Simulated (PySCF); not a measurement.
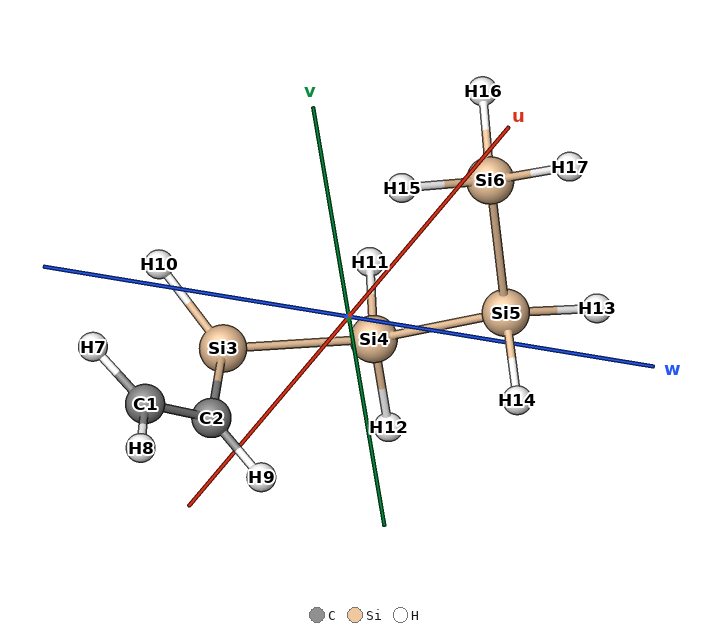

The lines u, v and w are the principal axes of the g tensor. The species is neutral and a spin doublet. Computed geometry: GFN2-xTB optimisation. No frequency run is at hand to confirm it as a minimum. Method: UKS B3LYP, pcH-1 on C H Si, non-relativistic, mean-field spin-orbit, GIAO (PySCF 2.14.0).

Question: Along which axis does g lie farthest from the free-electron value?

Answer: Along v: the shift is 3498 ppm.

Give the principal values and shifts.

| axis | g | shift (ppm) |
| --- | --- | --- |
| u | 2.00219 | −128 |
| v | 2.00582 | 3498 |
| w | 2.00347 | 1149 |

The geometry is semi-empirical. Around Si such bond lengths and angles can be off by a tenth of an ångström or more and by several degrees, and values that hang on the shape move with them.
